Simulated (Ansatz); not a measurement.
# Molecular dynamics, with input and output: ZrF$_{4}$ (part 1 of 2)

System: ZrF$_{4}$, SMILES [F][Zr]([F])([F])[F].
Method: RKS BLYP/def2-SVP (Ansatz 0.2.0).

The geometry comes from this level: PBE0-D4/def2-TZVP.

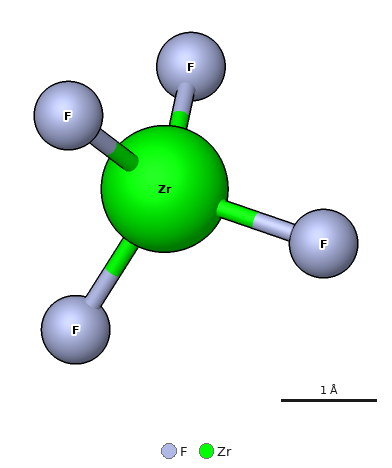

The input geometry (ball-and-stick view, seen at a tilt). Sticks mark near contacts.

The input:
```yaml
crystal:
  periodic: [false, false, false]
  atoms:
    - {symbol: F, position_ang: [-0.899183, -0.143833, 1.647559]}
    - {symbol: Zr, position_ang: [0.009976, -0.014741, -0.008307]}
    - {symbol: F, position_ang: [1.633890, -0.983843, 0.086161]}
    - {symbol: F, position_ang: [-1.075883, -0.734648, -1.382308]}
    - {symbol: F, position_ang: [0.381100, 1.803465, -0.384504]}
basis:
  gaussian: {orbitals: def2-SVP}
hamiltonian: {xc: {name: BLYP}}
md: {timestep: 0.5 fs, n_steps: 50, ensemble: nvt_nose_hoover, temperature: 300, initial_velocities: maxwell_boltzmann, seed: 56}
```

Hardware: 4 threads of Arm Neoverse V2, 23 GiB of memory available, shared host.

Run as:
```bash
ansatz run in.yaml --threads 4 --pin off --events-out ev --progress --plain --max-ram 10444MiB
```

Output:
```
Functional definition: BLYP
  name "BLYP"
  cite "Becke, Phys. Rev. A 38, 3098 (1988) doi:10.1103/PhysRevA.38.3098"
  cite "Lee, Yang & Parr, Phys. Rev. B 37, 785 (1988) doi:10.1103/PhysRevB.37.785"
  parameter beta = 0.0042
  parameter a = 0.04918
  parameter b = 0.132
  parameter c = 0.2533
  parameter d = 0.349
  exchange = b88_x(beta = beta)
  correlation = lyp_c(a = a, b = b, c = c, d = d)
870 factors; their error is unknown
mean field evaluation 1: about -12139.3227 eV, gradient 7.2e1 eV
mean field evaluation 2: about -12049.4527 eV, gradient 2.5e2 eV
mean field evaluation 4: about -12147.3694 eV, gradient 6.5e0 eV
mean field evaluation 8: about -12147.4670 eV, gradient 7.3e-2 eV
mean field -12147.42724229 eV, -446.4097173323 hartree, gradient 6.5e-5 eV, S^2 0.000000; 0 other end points of the search recorded, 0 dependent functions left out
the calculation of the forces begins
reference -12147.42761528 eV, -446.4097310395 hartree; 24, 24 occupied and 63, 63 virtual orbitals, 870 factors
md step     0: t =     0.00 fs  T =   300.0 K  F+E_penalty+E_count = -12147.42724229 eV  E_kin = 0.116334 eV  conserved = -12147.31090829 eV  (22 SCF iters)
these checks for a lower state are left out or cut short: starts, cluster_reference, orbital_swaps, neighbouring_geometries, increment
870 factors; their error is unknown
mean field evaluation 16: about -12147.4619 eV, gradient 4.0e-1 eV
mean field -12147.42908609 eV, -446.4097850905 hartree, gradient 8.0e-5 eV, S^2 0.000000; 0 other end points of the search recorded, 0 dependent functions left out
the calculation of the forces begins
reference -12147.42945915 eV, -446.4097988002 hartree; 24, 24 occupied and 63, 63 virtual orbitals, 870 factors
md step     1: t =     0.50 fs  T =   304.7 K  F+E_penalty+E_count = -12147.42908609 eV  E_kin = 0.118176 eV  conserved = -12147.31091017 eV  (24 SCF iters)
[... from here on the SCF iterations and repeated set-up lines of each step are left out, up to the last step ...]
md step     2: t =     1.00 fs  T =   308.6 K  F+E_penalty+E_count = -12147.43058803 eV  E_kin = 0.119677 eV  conserved = -12147.31091137 eV  (25 SCF iters)
md step     3: t =     1.50 fs  T =   311.6 K  F+E_penalty+E_count = -12147.43172800 eV  E_kin = 0.120816 eV  conserved = -12147.31091203 eV  (25 SCF iters)
md step     4: t =     2.00 fs  T =   313.5 K  F+E_penalty+E_count = -12147.43249405 eV  E_kin = 0.121581 eV  conserved = -12147.31091216 eV  (25 SCF iters)
md step     5: t =     2.50 fs  T =   314.5 K  F+E_penalty+E_count = -12147.43288252 eV  E_kin = 0.121969 eV  conserved = -12147.31091178 eV  (25 SCF iters)
md step     6: t =     3.00 fs  T =   314.6 K  F+E_penalty+E_count = -12147.43289772 eV  E_kin = 0.121984 eV  conserved = -12147.31091097 eV  (25 SCF iters)
md step     7: t =     3.50 fs  T =   313.7 K  F+E_penalty+E_count = -12147.43255133 eV  E_kin = 0.121637 eV  conserved = -12147.31090972 eV  (25 SCF iters)
md step     8: t =     4.00 fs  T =   311.9 K  F+E_penalty+E_count = -12147.43186169 eV  E_kin = 0.120948 eV  conserved = -12147.31090807 eV  (25 SCF iters)
md step     9: t =     4.50 fs  T =   309.3 K  F+E_penalty+E_count = -12147.43085307 eV  E_kin = 0.119939 eV  conserved = -12147.31090611 eV  (25 SCF iters)
md step    10: t =     5.00 fs  T =   305.9 K  F+E_penalty+E_count = -12147.42955450 eV  E_kin = 0.118641 eV  conserved = -12147.31090391 eV  (25 SCF iters)
md step    11: t =     5.50 fs  T =   301.9 K  F+E_penalty+E_count = -12147.42799882 eV  E_kin = 0.117085 eV  conserved = -12147.31090155 eV  (25 SCF iters)
md step    12: t =     6.00 fs  T =   297.4 K  F+E_penalty+E_count = -12147.42622148 eV  E_kin = 0.115308 eV  conserved = -12147.31089910 eV  (25 SCF iters)
md step    13: t =     6.50 fs  T =   292.3 K  F+E_penalty+E_count = -12147.42425955 eV  E_kin = 0.113347 eV  conserved = -12147.31089662 eV  (25 SCF iters)
md step    14: t =     7.00 fs  T =   286.9 K  F+E_penalty+E_count = -12147.42215058 eV  E_kin = 0.111239 eV  conserved = -12147.31089418 eV  (25 SCF iters)
md step    15: t =     7.50 fs  T =   281.1 K  F+E_penalty+E_count = -12147.41993166 eV  E_kin = 0.109020 eV  conserved = -12147.31089183 eV  (25 SCF iters)
md step    16: t =     8.00 fs  T =   275.2 K  F+E_penalty+E_count = -12147.41763861 eV  E_kin = 0.106728 eV  conserved = -12147.31088966 eV  (25 SCF iters)
md step    17: t =     8.50 fs  T =   269.2 K  F+E_penalty+E_count = -12147.41530506 eV  E_kin = 0.104396 eV  conserved = -12147.31088767 eV  (26 SCF iters)
md step    18: t =     9.00 fs  T =   263.2 K  F+E_penalty+E_count = -12147.41296198 eV  E_kin = 0.102055 eV  conserved = -12147.31088585 eV  (25 SCF iters)
md step    19: t =     9.50 fs  T =   257.2 K  F+E_penalty+E_count = -12147.41063728 eV  E_kin = 0.099732 eV  conserved = -12147.31088425 eV  (25 SCF iters)
md step    20: t =    10.00 fs  T =   251.3 K  F+E_penalty+E_count = -12147.40835541 eV  E_kin = 0.097452 eV  conserved = -12147.31088288 eV  (25 SCF iters)
md step    21: t =    10.50 fs  T =   245.6 K  F+E_penalty+E_count = -12147.40613724 eV  E_kin = 0.095237 eV  conserved = -12147.31088174 eV  (25 SCF iters)
md step    22: t =    11.00 fs  T =   240.1 K  F+E_penalty+E_count = -12147.40400007 eV  E_kin = 0.093104 eV  conserved = -12147.31088082 eV  (25 SCF iters)
md step    23: t =    11.50 fs  T =   234.8 K  F+E_penalty+E_count = -12147.40195771 eV  E_kin = 0.091066 eV  conserved = -12147.31088012 eV  (25 SCF iters)
md step    24: t =    12.00 fs  T =   229.9 K  F+E_penalty+E_count = -12147.40002078 eV  E_kin = 0.089134 eV  conserved = -12147.31087959 eV  (25 SCF iters)
md step    25: t =    12.50 fs  T =   225.2 K  F+E_penalty+E_count = -12147.39819692 eV  E_kin = 0.087316 eV  conserved = -12147.31087923 eV  (25 SCF iters)
md step    26: t =    13.00 fs  T =   220.8 K  F+E_penalty+E_count = -12147.39649121 eV  E_kin = 0.085616 eV  conserved = -12147.31087896 eV  (25 SCF iters)
md step    27: t =    13.50 fs  T =   216.7 K  F+E_penalty+E_count = -12147.39490669 eV  E_kin = 0.084039 eV  conserved = -12147.31087884 eV  (25 SCF iters)
md step    28: t =    14.00 fs  T =   213.0 K  F+E_penalty+E_count = -12147.39344451 eV  E_kin = 0.082586 eV  conserved = -12147.31087879 eV  (25 SCF iters)
md step    29: t =    14.50 fs  T =   209.5 K  F+E_penalty+E_count = -12147.39210456 eV  E_kin = 0.081255 eV  conserved = -12147.31087880 eV  (25 SCF iters)
md step    30: t =    15.00 fs  T =   206.4 K  F+E_penalty+E_count = -12147.39088575 eV  E_kin = 0.080047 eV  conserved = -12147.31087885 eV  (25 SCF iters)
md step    31: t =    15.50 fs  T =   203.6 K  F+E_penalty+E_count = -12147.38978640 eV  E_kin = 0.078959 eV  conserved = -12147.31087891 eV  (25 SCF iters)
md step    32: t =    16.00 fs  T =   201.1 K  F+E_penalty+E_count = -12147.38880443 eV  E_kin = 0.077990 eV  conserved = -12147.31087893 eV  (25 SCF iters)
md step    33: t =    16.50 fs  T =   198.9 K  F+E_penalty+E_count = -12147.38793776 eV  E_kin = 0.077137 eV  conserved = -12147.31087899 eV  (25 SCF iters)
md step    34: t =    17.00 fs  T =   197.0 K  F+E_penalty+E_count = -12147.38718423 eV  E_kin = 0.076398 eV  conserved = -12147.31087903 eV  (25 SCF iters)
md step    35: t =    17.50 fs  T =   195.4 K  F+E_penalty+E_count = -12147.38654178 eV  E_kin = 0.075772 eV  conserved = -12147.31087906 eV  (25 SCF iters)
md step    36: t =    18.00 fs  T =   194.1 K  F+E_penalty+E_count = -12147.38600853 eV  E_kin = 0.075256 eV  conserved = -12147.31087913 eV  (25 SCF iters)
md step    37: t =    18.50 fs  T =   193.0 K  F+E_penalty+E_count = -12147.38558256 eV  E_kin = 0.074849 eV  conserved = -12147.31087919 eV  (25 SCF iters)
md step    38: t =    19.00 fs  T =   192.2 K  F+E_penalty+E_count = -12147.38526188 eV  E_kin = 0.074548 eV  conserved = -12147.31087923 eV  (26 SCF iters)
md step    39: t =    19.50 fs  T =   191.7 K  F+E_penalty+E_count = -12147.38504437 eV  E_kin = 0.074352 eV  conserved = -12147.31087929 eV  (25 SCF iters)
md step    40: t =    20.00 fs  T =   191.5 K  F+E_penalty+E_count = -12147.38492748 eV  E_kin = 0.074257 eV  conserved = -12147.31087940 eV  (25 SCF iters)
md step    41: t =    20.50 fs  T =   191.5 K  F+E_penalty+E_count = -12147.38490804 eV  E_kin = 0.074262 eV  conserved = -12147.31087956 eV  (25 SCF iters)
md step    42: t =    21.00 fs  T =   191.8 K  F+E_penalty+E_count = -12147.38498206 eV  E_kin = 0.074361 eV  conserved = -12147.31087979 eV  (25 SCF iters)
md step    43: t =    21.50 fs  T =   192.2 K  F+E_penalty+E_count = -12147.38514450 eV  E_kin = 0.074550 eV  conserved = -12147.31088011 eV  (25 SCF iters)
md step    44: t =    22.00 fs  T =   192.9 K  F+E_penalty+E_count = -12147.38538910 eV  E_kin = 0.074822 eV  conserved = -12147.31088052 eV  (25 SCF iters)
md step    45: t =    22.50 fs  T =   193.8 K  F+E_penalty+E_count = -12147.38570818 eV  E_kin = 0.075170 eV  conserved = -12147.31088103 eV  (25 SCF iters)
md step    46: t =    23.00 fs  T =   194.9 K  F+E_penalty+E_count = -12147.38609258 eV  E_kin = 0.075585 eV  conserved = -12147.31088170 eV  (25 SCF iters)
md step    47: t =    23.50 fs  T =   196.1 K  F+E_penalty+E_count = -12147.38653138 eV  E_kin = 0.076056 eV  conserved = -12147.31088244 eV  (25 SCF iters)
md step    48: t =    24.00 fs  T =   197.5 K  F+E_penalty+E_count = -12147.38701213 eV  E_kin = 0.076570 eV  conserved = -12147.31088330 eV  (25 SCF iters)
md step    49: t =    24.50 fs  T =   198.9 K  F+E_penalty+E_count = -12147.38752069 eV  E_kin = 0.077113 eV  conserved = -12147.31088427 eV  (25 SCF iters)
these checks for a lower state are left out or cut short: starts, cluster_reference, orbital_swaps, neighbouring_geometries, increment
870 factors; their error is unknown
mean field -12147.38804141 eV, -446.4082767265 hartree, gradient 7.2e-5 eV, S^2 0.000000; 0 other end points of the search recorded, 0 dependent functions left out
the calculation of the forces begins
reference -12147.38841963 eV, -446.4082906257 hartree; 24, 24 occupied and 63, 63 virtual orbitals, 870 factors
870 factors; their error is unknown
mean field evaluation 320: about -12147.3880 eV, gradient 8.8e-6 eV
mean field -12147.38804141 eV, -446.4082767265 hartree, gradient 7.2e-5 eV, S^2 0.000000; 1 other end points of the search recorded, 0 dependent functions left out
the calculation of the forces begins
reference -12147.38841963 eV, -446.4082906257 hartree; 24, 24 occupied and 63, 63 virtual orbitals, 870 factors
md step    50: t =    25.00 fs  T =   200.3 K  F+E_penalty+E_count = -12147.38804141 eV  E_kin = 0.077671 eV  conserved = -12147.31088534 eV  (27 SCF iters)
```

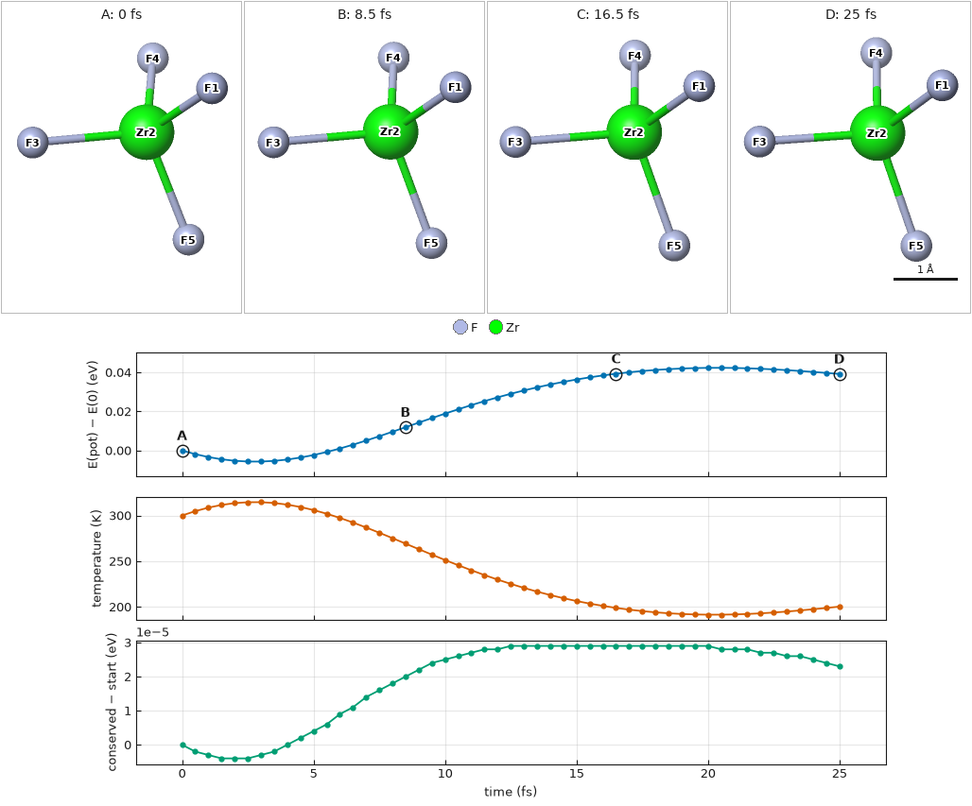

Frames of the molecular dynamics (ball-and-stick, seen at a tilt) above the curves, on which the letters mark them. The trajectory kept here has 51 frames over 25 fs. The temperature starts at 300 K, ranges from 191 to 315 K and averages 200 K over the second half. The potential energy ends 0.039 eV above its first value. The conserved quantity stays within 3.3e-05 eV. After an unweighted best fit of the last frame on the first, the root-mean-square displacement is 0.08 Å.

```
Total energy: -12147.38841963 eV, -446.4082906257 hartree
Atom 0 at    -0.930382    -0.180409     1.697612 Å, force     0.374015     0.143350    -0.680007 eV/Å
Atom 1 at    -0.005105     0.010389    -0.004339 Å, force     0.118772    -0.374492    -0.209133 eV/Å
Atom 2 at     1.641697    -1.015315     0.035142 Å, force    -0.616865     0.449192     0.078084 eV/Å
Atom 3 at    -1.058534    -0.853031    -1.405430 Å, force     0.432421     0.586878     0.667051 eV/Å
Atom 4 at     0.459557     1.869231    -0.379468 Å, force    -0.308343    -0.804929     0.144005 eV/Å
Dipole moment:    -0.048701     0.084905     0.018005 e Å
```

Trajectory as extended XYZ (Å, eV, eV/Å), 51 frames, from step=0 to step=50:
```
5
Properties=species:S:1:pos:R:3:forces:R:3 step=0 time_fs=0.0 energy=-12147.42724 temperature=300.0
F    -0.8992   -0.1438    1.6476   -0.3761  -0.0534   0.6849
Zr    0.0100   -0.0147   -0.0083   -0.0001  -0.0003  -0.0003
F     1.6339   -0.9838    0.0862    0.6714  -0.4008   0.0389
F    -1.0759   -0.7346   -1.3823   -0.4487  -0.2976  -0.5679
F     0.3811    1.8035   -0.3845    0.1535   0.7521  -0.1556
5
Properties=species:S:1:pos:R:3:forces:R:3 step=1 time_fs=0.5 energy=-12147.42909 temperature=304.7
F    -0.8994   -0.1446    1.6481   -0.3724  -0.0528   0.6721
Zr    0.0089   -0.0146   -0.0086    0.1276   0.0605   0.0564
F     1.6350   -0.9850    0.0851    0.6046  -0.3631   0.0356
F    -1.0737   -0.7360   -1.3806   -0.4938  -0.3234  -0.6216
F     0.3831    1.8058   -0.3845    0.1339   0.6788  -0.1425
5
Properties=species:S:1:pos:R:3:forces:R:3 step=2 time_fs=1.0 energy=-12147.43059 temperature=308.6
F    -0.8997   -0.1453    1.6487   -0.3671  -0.0520   0.6564
Zr    0.0079   -0.0144   -0.0088    0.2543   0.1210   0.1136
F     1.6362   -0.9862    0.0841    0.5362  -0.3242   0.0322
F    -1.0715   -0.7374   -1.3789   -0.5372  -0.3483  -0.6731
F     0.3852    1.8083   -0.3846    0.1139   0.6036  -0.1291
5
Properties=species:S:1:pos:R:3:forces:R:3 step=3 time_fs=1.5 energy=-12147.43173 temperature=311.6
F    -0.9001   -0.1460    1.6494   -0.3603  -0.0509   0.6379
Zr    0.0068   -0.0142   -0.0090    0.3791   0.1808   0.1708
F     1.6374   -0.9875    0.0830    0.4664  -0.2846   0.0289
F    -1.0695   -0.7388   -1.3773   -0.5785  -0.3721  -0.7223
F     0.3872    1.8108   -0.3847    0.0933   0.5268  -0.1153
5
Properties=species:S:1:pos:R:3:forces:R:3 step=4 time_fs=2.0 energy=-12147.43249 temperature=313.5
F    -0.9005   -0.1468    1.6502   -0.3519  -0.0496   0.6168
Zr    0.0058   -0.0140   -0.0093    0.5013   0.2395   0.2277
F     1.6387   -0.9888    0.0820    0.3957  -0.2442   0.0256
F    -1.0675   -0.7403   -1.3758   -0.6175  -0.3946  -0.7686
F     0.3893    1.8134   -0.3847    0.0724   0.4489  -0.1014
5
Properties=species:S:1:pos:R:3:forces:R:3 step=5 time_fs=2.5 energy=-12147.43288 temperature=314.5
F    -0.9009   -0.1475    1.6510   -0.3421  -0.0481   0.5930
Zr    0.0048   -0.0138   -0.0095    0.6204   0.2967   0.2839
F     1.6400   -0.9901    0.0809    0.3244  -0.2034   0.0223
F    -1.0655   -0.7418   -1.3744   -0.6539  -0.4156  -0.8118
F     0.3914    1.8160   -0.3848    0.0513   0.3703  -0.0874
5
Properties=species:S:1:pos:R:3:forces:R:3 step=6 time_fs=3.0 energy=-12147.43290 temperature=314.6
F    -0.9014   -0.1483    1.6520   -0.3309  -0.0462   0.5668
Zr    0.0038   -0.0136   -0.0097    0.7356   0.3521   0.3389
F     1.6414   -0.9915    0.0799    0.2528  -0.1623   0.0192
F    -1.0637   -0.7433   -1.3731   -0.6875  -0.4349  -0.8516
F     0.3935    1.8187   -0.3849    0.0299   0.2913  -0.0732
5
Properties=species:S:1:pos:R:3:forces:R:3 step=7 time_fs=3.5 energy=-12147.43255 temperature=313.7
F    -0.9019   -0.1491    1.6530   -0.3183  -0.0442   0.5383
Zr    0.0028   -0.0134   -0.0100    0.8464   0.4053   0.3924
F     1.6428   -0.9929    0.0788    0.1814  -0.1211   0.0161
F    -1.0619   -0.7450   -1.3719   -0.7180  -0.4523  -0.8877
F     0.3956    1.8214   -0.3850    0.0085   0.2124  -0.0591
5
Properties=species:S:1:pos:R:3:forces:R:3 step=8 time_fs=4.0 energy=-12147.43186 temperature=311.9
F    -0.9025   -0.1498    1.6540   -0.3045  -0.0419   0.5075
Zr    0.0018   -0.0131   -0.0102    0.9522   0.4558   0.4439
F     1.6443   -0.9943    0.0778    0.1103  -0.0800   0.0132
F    -1.0603   -0.7467   -1.3708   -0.7451  -0.4677  -0.9196
F     0.3977    1.8242   -0.3852   -0.0129   0.1338  -0.0450
5
Properties=species:S:1:pos:R:3:forces:R:3 step=9 time_fs=4.5 energy=-12147.43085 temperature=309.3
F    -0.9031   -0.1506    1.6552   -0.2895  -0.0393   0.4748
Zr    0.0009   -0.0129   -0.0104    1.0525   0.5035   0.4931
F     1.6457   -0.9957    0.0768    0.0400  -0.0392   0.0105
F    -1.0587   -0.7484   -1.3698   -0.7688  -0.4809  -0.9473
F     0.3998    1.8270   -0.3853   -0.0343   0.0559  -0.0311
5
Properties=species:S:1:pos:R:3:forces:R:3 step=10 time_fs=5.0 energy=-12147.42956 temperature=305.9
F    -0.9037   -0.1514    1.6564   -0.2733  -0.0365   0.4402
Zr    0.0000   -0.0126   -0.0106    1.1468   0.5480   0.5396
F     1.6472   -0.9971    0.0758   -0.0293   0.0012   0.0079
F    -1.0573   -0.7502   -1.3690   -0.7887  -0.4917  -0.9704
F     0.4019    1.8298   -0.3854   -0.0554  -0.0210  -0.0173
5
Properties=species:S:1:pos:R:3:forces:R:3 step=11 time_fs=5.5 energy=-12147.42800 temperature=301.9
F    -0.9044   -0.1522    1.6576   -0.2561  -0.0335   0.4039
Zr   -0.0009   -0.0124   -0.0107    1.2347   0.5890   0.5830
F     1.6487   -0.9985    0.0747   -0.0975   0.0411   0.0055
F    -1.0559   -0.7521   -1.3683   -0.8048  -0.4999  -0.9887
F     0.4039    1.8325   -0.3856   -0.0764  -0.0967  -0.0037
5
Properties=species:S:1:pos:R:3:forces:R:3 step=12 time_fs=6.0 energy=-12147.42622 temperature=297.4
F    -0.9051   -0.1530    1.6589   -0.2379  -0.0302   0.3661
Zr   -0.0018   -0.0121   -0.0109    1.3159   0.6262   0.6230
F     1.6501   -0.9999    0.0737   -0.1641   0.0803   0.0033
F    -1.0546   -0.7540   -1.3677   -0.8170  -0.5056  -1.0021
F     0.4060    1.8353   -0.3857   -0.0970  -0.1708   0.0096
```
